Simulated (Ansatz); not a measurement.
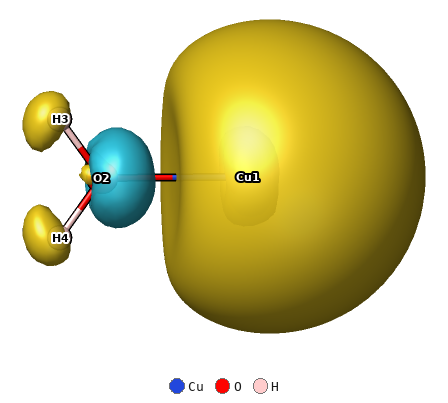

*CuH$_{2}$O (charge +1). One frontier orbital at ±0.08 Å⁻³ᐟ² (yellow and cyan are the two phases), seen across its widest extent.*

Geometry: PBE0-D4/def2-TZVP.

These are results of Ansatz 0.2.0, RKS PBE0-D4/def2-TZVPPD, not measurements.

The calculation's input:

```
crystal:
  periodic: [false, false, false]
  atoms:
    - {symbol: Cu, position_ang: [-0.221262, -0.116861, -1.718324]}
    - {symbol: O, position_ang: [0.024364, 0.014551, 0.200641]}
    - {symbol: H, position_ang: [0.493203, 0.718616, 0.662597]}
    - {symbol: H, position_ang: [-0.296205, -0.616205, 0.855085]}
basis:
  gaussian: {orbitals: "def2-TZVPPD.json"}
total_charge: 1
hamiltonian: {xc: pbe0, dispersion: d4}
output: {orbitals: {seedname: orbitals}}
```

Run with:

```sh
ansatz run in.yaml --threads 2 --pin off --events-out ev --progress --plain --max-ram 5222MiB
```

Which orbital is it: HOMO or LUMO?

The LUMO, at −8.16 eV. Its weight (Hirshfeld) is mainly on Cu1 (about 90 %).
